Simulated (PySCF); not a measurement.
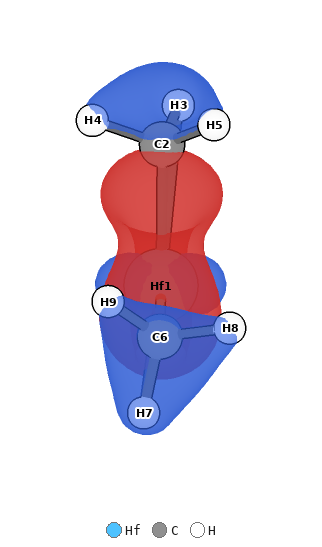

The picture shows: C2H6Hf (charge +2). The HOMO at ±0.15 Å⁻³ᐟ² (red and blue are the two phases), seen at an oblique angle.

Core potentials replace the inner electrons of Hf.

All numbers below come from RKS PBE0, Hf def2-SVP with ECP60, C def2-SVP, H def2-SVP; non-relativistic Hamiltonian with scalar-relativistic core potentials where named; density fitting in PySCF.

Input

```
mol = gto.M(atom='''
Hf     0.00000     0.00000    -0.19723
C      1.56001     0.01493     1.15814
H      2.50046    -0.19916     0.59655
H      1.66726     1.01328     1.64491
H      1.45079    -0.72688     1.97988
C     -1.56001    -0.01493     1.15814
H     -2.50046     0.19916     0.59655
H     -1.66726    -1.01328     1.64491
H     -1.45079     0.72688     1.97988''',
    basis={'Hf': 'def2-SVP', 'C': 'def2-SVP', 'H': 'def2-SVP'},
    ecp={'Hf': 'def2-SVP'},
    charge=2, spin=0)
mf = dft.RKS(mol, xc='PBE0')
mf.grids.atom_grid = (75, 302)  # f atoms: at least (60, 302), unpruned
mf = mf.density_fit()  # Hf def2-universal-JKFIT, C def2-universal-JKFIT, H def2-universal-JKFIT
mf.conv_tol = 1e-09; mf.max_cycle = 55
mf.kernel(dm0)
```

Launched as:

```sh
OMP_NUM_THREADS=2 python run.py
```

### Describe this orbital and give its energy.

It lies mainly on Hf1 (about 35 %), C2 (about 25 %) and C6 (about 25 %). Its energy is −19.47 eV.
